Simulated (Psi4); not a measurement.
# A workflow on AlHClO (SMILES [O][AlH][Cl])

Aim: a structure relaxation (UTPSS-D4/def2-SVP), then vibrational wavenumbers, then the energy (UMP2/cc-pVTZ) of AlHClO. 

The results are computed with Psi4 1.11.

### Step 1. The system as given

The species is AlHClO (4 atoms), meant as a doublet with charge 0. SMILES: `[O][AlH][Cl]`. Geometry: relaxed at PBE0-D4/def2-TZVP. The run starts from this shape.

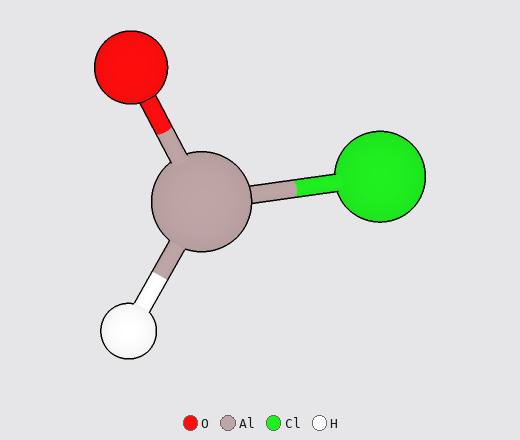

The structure, seen from a chosen angle (oxygen red, aluminium light grey, chlorine green, hydrogen white).

### Step 2. A geometry optimisation at UTPSS-D4/def2-SVP (density fitting) (run 1)

job.inp reads:

```
memory 1600 mb

molecule mol {
  0 2
  O      0.290600    -1.035900     1.350600
  Al     0.118400     0.049000     0.015600
  Cl    -1.573200    -0.210600    -1.168800
  H      1.219700     1.137300    -0.217800
}

set basis def2-SVP
set reference uks
set geom_maxiter 60

energy_value, wavefunction = optimize('tpss-d4', return_wfn=True)
```

Command:

```bash
$ psi4 job.inp job.out -n 1
```

job.out:

```text
Psi4 1.11 release

gradient() will perform analytic gradient computation.

   => Loading Basis Set <=

    Name: DEF2-SVP
    Role: ORBITAL
    Keyword: BASIS

   => TPSS-D4(BJ,EEQ)ATM: Empirical Dispersion <=

        a1 =       0.428223
        a2 =       4.542571
       alp =      16.000000
        s6 =       1.000000
        s8 =       1.765964
        s9 =       1.000000
        ga =       3.000000
        gc =       2.000000
        wf =       6.000000

         ---------------------------------------------------------
                                   SCF
                              UKS Reference
                        1 Threads,   1525 MiB Core
         ---------------------------------------------------------

  ==> Geometry <==

    Molecular point group: c1
    Full point group: C1

    Geometry (in Angstrom), charge = 0, multiplicity = 2:

       Center              X                  Y                   Z               Mass
    ------------   -----------------  -----------------  -----------------  -----------------
         O            0.872477095873    -0.764026327642     1.592103476960    15.994914619570
         AL           0.700277095873     0.320873672358     0.257103476960    26.981538530000
         CL          -0.991322904127     0.061273672358    -0.927296523040    34.968852682000
         H            1.801577095873     1.409173672358     0.023703476960     1.007825032230

  Running in c1 symmetry.

  Rotational constants: A =      0.84195  B =      0.13001  C =      0.11262 [cm^-1]
  Rotational constants: A =  25241.04701  B =   3897.57689  C =   3376.23773 [MHz]
  Nuclear repulsion =  118.890581239465817

  Charge       = 0
  Multiplicity = 2
  Electrons    = 39
  Nalpha       = 20
  Nbeta        = 19

  ==> Algorithm <==

  SCF Algorithm Type is DF.
  DIIS enabled.
  MOM disabled.
  Fractional occupation disabled.
  Guess Type is SAD.
  Energy threshold   = 1.00e-08
  Density threshold  = 1.00e-08
  Integral threshold = 1.00e-12

  ==> Primary Basis <==

  Basis Set: DEF2-SVP
    Blend: DEF2-SVP
    Number of shells: 25
    Number of basis functions: 55
    Number of Cartesian functions: 58
    Spherical Harmonics?: true
    Max angular momentum: 2

  ==> DFT Potential <==

   => LibXC <=

    Version 7.1.2

   => Composite Functional: TPSS-D4BJEEQATM <=

    TPSS Meta-GGA XC Functional

    Deriv               =              1
    GGA                 =           TRUE
    Meta                =           TRUE

    Exchange Hybrid     =          FALSE
    MP2 Hybrid          =          FALSE

   => Exchange Functionals <=

    1.0000   XC_MGGA_X_TPSS

   => Correlation Functionals <=

    1.0000   XC_MGGA_C_TPSS

   => LibXC Density Thresholds  <==

    XC_MGGA_C_TPSS:  1.00E-15
    XC_MGGA_X_TPSS:  1.00E-15

   => Molecular Quadrature <=

    Radial Scheme          =       TREUTLER
    Pruning Scheme         =           NONE
    Nuclear Scheme         =       TREUTLER

    Blocking Scheme        =         OCTREE
    BS radius alpha        =              1
    Pruning alpha          =              1
    Radial Points          =             75
    Spherical Points       =            302
    Total Points           =          86874
    Total Blocks           =            731
    Max Points             =            256
    Max Functions          =             54
    Weights Tolerance      =       1.00E-15

   => Loading Basis Set <=

    Name: (DEF2-SVP AUX)
    Role: JKFIT
    Keyword: DF_BASIS_SCF

  ==> Integral Setup <==

  DFHelper Memory: AOs need 0.009 GiB; user supplied 0.849 GiB.
  SCF_SUBTYPE=INCORE selected. In-core MEM_DF algorithm will be used.
  Using in-core AOs.

  ==> MemDFJK: Density-Fitted J/K Matrices <==

    J tasked:                   Yes
    K tasked:                    No
    wK tasked:                   No
    Memory [MiB]:               869
    Algorithm:                 Core
    Schwarz Cutoff:           1E-12
    Mask sparsity (%):       1.8512
    Fitting Condition:        1E-10

   => Auxiliary Basis Set <=

  Basis Set: (DEF2-SVP AUX)
    Blend: DEF2-UNIVERSAL-JKFIT
    Number of shells: 107
    Number of basis functions: 351
    Number of Cartesian functions: 423
    Spherical Harmonics?: true
    Max angular momentum: 4

  Cached 100.0% of DFT collocation blocks in 0.269 [GiB].

  Minimum eigenvalue in the overlap matrix is 3.4362734878E-02.
  Reciprocal condition number of the overlap matrix is 1.0090786330E-02.
    Using symmetric orthogonalization.

  ==> Pre-Iterations <==

  SCF Guess: Superposition of Atomic Densities via on-the-fly atomic UHF (no occupation information).

   -------------------------
    Irrep   Nso     Nmo
   -------------------------
     A         55      55
   -------------------------
    Total      55      55
   -------------------------

  ==> Iterations <==

                           Total Energy        Delta E     RMS |[F,P]|

[... 4 lines left out ...]
   @DF-UKS iter   4:  -778.19096714193347   -1.23867e-01   5.80222e-03 ADIIS/DIIS
[... 4 lines left out ...]
   @DF-UKS iter   9:  -778.24912915081859   -5.05020e-06   1.40842e-05 DIIS
[... 4 lines left out ...]
   @DF-UKS iter  14:  -778.24913073859511   -1.50067e-10   5.91940e-08 DIIS
[... 12 lines left out ...]
   @S^2 Expected:                7.500000000E-01
[... 50 lines left out ...]
  @DF-UKS Final Energy:  -778.24913073860830
[... 7 lines left out ...]
    Empirical Dispersion Energy =          -0.0033531419669306
[... 27 lines left out ...]
 Dipole Z            :         -0.8722388            0.6403065           -0.2319323
[... 127 lines left out ...]
	  Convergence Criteria     1.00e-06 *    3.00e-04 *             o    1.20e-03 *             o~
[... 138 lines left out ...]
   @DF-UKS iter   2:  -778.24944056140089   -6.26540e-06   8.10017e-05 DIIS
[... 4 lines left out ...]
   @DF-UKS iter   7:  -778.24945181485589   -2.67300e-09   3.82577e-07 DIIS
[... 12 lines left out ...]
   @Spin Contamination Metric:   3.106690774E-03
[... 5 lines left out ...]
    Final Occupation by Irrep:
[... 13 lines left out ...]
    DFT Exchange-Correlation Energy =     -55.9111184308891325
[... 27 lines left out ...]
 Dipole Y            :         -0.5687309            0.9674458            0.3987149
[... 95 lines left out ...]
	   Step    Total Energy     Delta E     Max Force     RMS Force      Max Disp      RMS Disp
[... 108 lines left out ...]
   @DF-UKS iter   1:  -778.24947116112753   -3.08986e-03   3.72420e-05 DIIS
[... 4 lines left out ...]
   @DF-UKS iter   6:  -778.24947424176355   -4.89979e-09   1.21342e-06 DIIS
[... 4 lines left out ...]
  Energy and wave function converged.
[... 12 lines left out ...]
   @S   Observed:                5.000000000E-01
[... 14 lines left out ...]
    Two-Electron Energy =                 470.7639893826326443
[... 27 lines left out ...]
 Dipole X            :         -1.7043121            1.9614162            0.2571041
[... 91 lines left out ...]
	Measures of convergence in internal coordinates in au.
[... 95 lines left out ...]
   @DF-UKS iter   0:  -778.24801029667810   -7.78248e+02   6.35508e-04
[... 4 lines left out ...]
   @DF-UKS iter   5:  -778.24933103123442   -5.07537e-08   1.50492e-06 DIIS
[... 4 lines left out ...]
   @DF-UKS iter  10:  -778.24933104783440   -5.58316e-10   6.76561e-08 DIIS
[... 12 lines left out ...]
   @S^2 Expected:                7.500000000E-01
[... 11 lines left out ...]
  @DF-UKS Final Energy:  -778.24933104801539
[... 7 lines left out ...]
    Empirical Dispersion Energy =          -0.0033314618748368
[... 27 lines left out ...]
 Dipole Z            :         -0.7904169            0.6261812           -0.1642357
[... 96 lines left out ...]
	  Convergence Criteria     1.00e-06 *    3.00e-04 *             o    1.20e-03 *             o
[... 101 lines left out ...]
   @DF-UKS iter   2:  -778.24947424119023   -2.92462e-07   3.55482e-05 DIIS
[... 4 lines left out ...]
   @DF-UKS iter   7:  -778.24947626445760   -1.33343e-09   2.25297e-07 DIIS
[... 4 lines left out ...]
  Energy and wave function converged.
[... 12 lines left out ...]
   @S   Observed:                5.000000000E-01
[... 14 lines left out ...]
    Two-Electron Energy =                 470.7517465117186930
[... 27 lines left out ...]
 Dipole X            :         -1.7066339            1.9623881            0.2557542
[... 91 lines left out ...]
	Measures of convergence in internal coordinates in au.
[... 106 lines left out ...]
   @DF-UKS iter   0:  -778.24945541576733   -7.78249e+02   2.70776e-05
[... 4 lines left out ...]
   @DF-UKS iter   5:  -778.24947742713914   -1.13547e-08   6.96944e-07 DIIS
[... 4 lines left out ...]
  Energy and wave function converged.
[... 12 lines left out ...]
   @S   Observed:                5.000000000E-01
[... 14 lines left out ...]
    Two-Electron Energy =                 470.7586505961182866
[... 27 lines left out ...]
 Dipole X            :         -1.7022042            1.9613935            0.2591893
[... 91 lines left out ...]
	Measures of convergence in internal coordinates in au.
[... 95 lines left out ...]
   @DF-UKS iter   0:  -778.24947528689415   -7.78249e+02   5.71423e-05
[... 4 lines left out ...]
   @DF-UKS iter   5:  -778.24947871540951   -4.15334e-08   1.57264e-06 DIIS
[... 4 lines left out ...]
  Energy and wave function converged.
[... 12 lines left out ...]
   @S   Observed:                5.000000000E-01
[... 32 lines left out ...]
    Beta Virtual:

      20A     -0.219204    21A     -0.057447    22A     -0.031580
      23A      0.028695    24A      0.093336    25A      0.117956
      26A      0.248522    27A      0.268438    28A      0.310834
[... 8 lines of this table left out ...]
      53A      2.665868    54A      2.706010    55A      3.030456

    Final Occupation by Irrep:
              A
    DOCC [    19 ]
    SOCC [     1 ]
    NA   [    20 ]
    NB   [    19 ]

  @DF-UKS Final Energy:  -778.24947872002997

   => Energetics <=

    Nuclear Repulsion Energy =            117.6931680580850497
    One-Electron Energy =               -1310.8155235063904911
    Two-Electron Energy =                 470.7845132890428204
    DFT Exchange-Correlation Energy =     -55.9083029164061216
    Empirical Dispersion Energy =          -0.0033336443612650
    VV10 Nonlocal Energy =                  0.0000000000000000
    Total Energy =                       -778.2494787200299697

  UHF NO Occupations:
  HONO-2 :   18  A 1.9994483
  HONO-1 :   19  A 1.9993541
  HONO-0 :   20  A 1.0000000
  LUNO+0 :   21  A 0.0006459
  LUNO+1 :   22  A 0.0005517
  LUNO+2 :   23  A 0.0001860
  LUNO+3 :   24  A 0.0001692

Computation Completed

Properties will be evaluated at   0.000000,   0.000000,   0.000000 [a0]

Properties computed using the SCF density matrix

 Multipole Moments:

 ------------------------------------------------------------------------------------
     Multipole            Electronic (a.u.)      Nuclear  (a.u.)        Total (a.u.)
 ------------------------------------------------------------------------------------

 L = 1.  Multiply by 2.5417464519 to convert [e a0] to [Debye]
 Dipole X            :         -1.6928476            1.9591843            0.2663367
 Dipole Y            :         -0.5614316            0.9700191            0.4085875
 Dipole Z            :         -0.8559628            0.6404511           -0.2155117
 Magnitude           :                                                    0.5332207

 ------------------------------------------------------------------------------------

	total time  =          4 seconds =       0.07 minutes

         ------------------------------------------------------------
                                   SCF GRAD
         ------------------------------------------------------------

  ==> Geometry <==

    Molecular point group: c1
    Full point group: C1

    Geometry (in Angstrom), charge = 0, multiplicity = 2:

       Center              X                  Y                   Z               Mass
    ------------   -----------------  -----------------  -----------------  -----------------
         O            0.873170924577    -0.775970930370     1.605794338088    15.994914619570
         AL           0.711381242296     0.327841527722     0.259098709469    26.981538530000
         CL          -1.000512795898     0.060974887687    -0.934942414402    34.968852682000
         H            1.812149651337     1.422566473260     0.018295247571     1.007825032230

  Nuclear repulsion =  117.693168058085050

   => Molecular Quadrature <=

    Radial Scheme          =       TREUTLER
    Pruning Scheme         =           NONE
    Nuclear Scheme         =       TREUTLER

    Blocking Scheme        =         OCTREE
    BS radius alpha        =              1
    Pruning alpha          =              1
    Radial Points          =             75
    Spherical Points       =            302
    Total Points           =          86888
    Total Blocks           =            731
    Max Points             =            256
    Max Functions          =             54
    Weights Tolerance      =       1.00E-15

  -Total Gradient:
     Atom            X                  Y                   Z
    ------   -----------------  -----------------  -----------------
       1        0.000052666268     0.000106368160    -0.000068544424
       2        0.000012203749    -0.000045231958     0.000053377613
       3       -0.000099790825    -0.000056827592    -0.000022560052
       4       -0.000075219366     0.000050173284    -0.000117528493

	total time  =          0 seconds =       0.00 minutes

    			-----------------------------------------

    			 OPTKING 3.0: for geometry optimizations

    			        with contributions from

    			-----------------------------------------

	                            ===> Fragment 1 <==

	 Z (Atomic Numbers)          Masses                          Geom
	       8.000000            15.994915          1.65005391 -1.46637254  3.03451151
	      13.000000            26.981539          1.34431572  0.61953070  0.48962560
	      17.000000            34.968853         -1.89069517  0.11522584 -1.76678511
	       1.000000             1.007825          3.42446654  2.68826103  0.03457301

	 - Coordinate -           - BOHR/RAD -       - ANG/DEG -
	 R(1,2)           =         3.304680           1.748762
	 R(2,3)           =         3.976306           2.104170
	 R(2,4)           =         2.968795           1.571019
[... 5 lines of this table left out ...]
	 O(4,2,1,3)       =        -0.000089          -0.005073

	        --- Internal Coordinate Step in ANG or DEG, aJ/ANG or AJ/DEG ---
	-------------------------------------------------------------------------------
	           Coordinate      Previous         Force          Change          New
	           ----------      --------        ------          ------        ------
	               R(1,2)       1.74876        0.00055        0.00010       1.74886
	               R(2,3)       2.10417       -0.00045       -0.00010       2.10407
	               R(2,4)       1.57102       -0.00001       -0.00001       1.57101
[... 5 lines of this table left out ...]
	           O(4,2,1,3)      -0.00507        0.00000        0.00433      -0.00075
	-------------------------------------------------------------------------------

	                                 ==> Convergence Check <==

	Measures of convergence in internal coordinates in au.

	Criteria marked as inactive (o), active & met (*), and active & unmet ( ).

	----------------------------------------------------------------------------------------------
	   Step    Total Energy     Delta E     Max Force     RMS Force      Max Disp      RMS Disp
	----------------------------------------------------------------------------------------------
	  Convergence Criteria     1.00e-06 *    3.00e-04 *             o    1.20e-03 *             o
	----------------------------------------------------------------------------------------------
	     7    -778.24947872   -1.29e-06      6.72e-05 *    3.40e-05 o    4.01e-04 *    1.91e-04 o  ~
	----------------------------------------------------------------------------------------------

Next Geometry in Ang
	Fragment 1 (Ang)

	    O   0.8729318812  -0.7760913196   1.6056991352
	   Al   0.7114566234   0.3279899204   0.2590618779
	   Cl  -1.0004384853   0.0608354658  -0.9347425677
	    H   1.8122390030   1.4226778917   0.0182274353

    Final optimized geometry and variables:
    Molecular point group: c1
    Full point group: C1

    Geometry (in Angstrom), charge = 0, multiplicity = 2:

    O            0.873170924577    -0.775970930370     1.605794338088
    AL           0.711381242296     0.327841527722     0.259098709469
    CL          -1.000512795898     0.060974887687    -0.934942414402
    H            1.812149651337     1.422566473260     0.018295247571

    Psi4 run time: 0:00:39.11

[set-up sections that repeat, and orbital energies of the middle runs, are left out above]
```

On the terminal:

```text
Optimizer: Optimization complete!
```

Wall time 40 s (1 thread of Intel Xeon 6975P-C (Granite Rapids), shared host); peak memory 0.53 GiB.

Steps, from the record of the run:

| step | energy from the first frame kept (eV) | largest force (eV/Å) |
| --- | --- | --- |
| 0 | 0.0000 | 0.4999 |
| 1 | -0.0087 | 0.1447 |
| 2 | -0.0093 | 0.0346 |
| 3 | -0.0055 | 0.1722 |
| 4 | -0.0094 | 0.0184 |
| 5 | -0.0094 | 0.0097 |
| 6 | -0.0095 | 0.0076 |

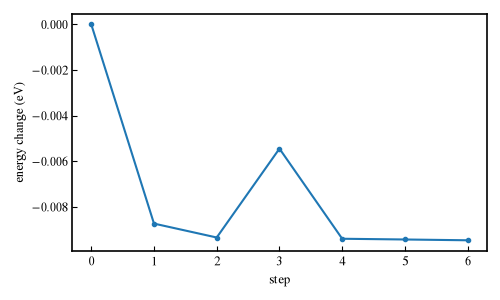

Energy along the run.

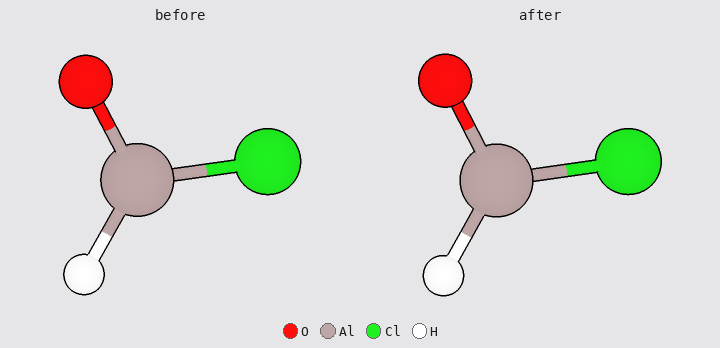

Before and after, at one scale.

After the run. Bond lengths: O1–Al2 1.749 Å, Al2–Cl3 2.104 Å, Al2–H4 1.571 Å. Angles: O1–Al2–Cl3 115.6°, O1–Al2–H4 119.5°, Cl3–Al2–H4 124.9°.

(Part 1 of 2 ends here.)
